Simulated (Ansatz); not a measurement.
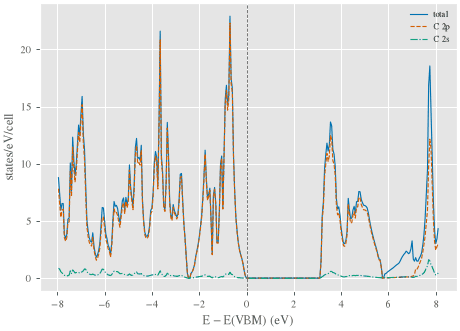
Figure. Total and projected density of states of C in space group Pn-3m (No. 224; C on 24j), r²SCAN (plane waves, PAW; program Ansatz)

**Question.** Which orbitals carry the states next to the gap?

**Answer.** Top 1 eV of the valence band: C 2p 98 %. Bottom 1 eV of the conduction band: C 2p 92 %. Projections are on Löwdin-orthogonalised atomic valence shells; empty p or d shells of many metals are not among them.

**Question.** Where is the tallest occupied peak in this window, and what makes it?

**Answer.** Near -0.7 eV, about 23 states/eV per cell; the largest projected share is C 2p.

The start of the workflow was typed in or built on a structure type; neither database checked (COD, Materials Project) lists it. It is not the phase usual at ambient conditions (space group No. 194, 227). The r²SCAN relaxation kept the symmetry of its start; whether a distortion lowers the energy is not shown.

Potentials: the later of the program's two PAW sets.
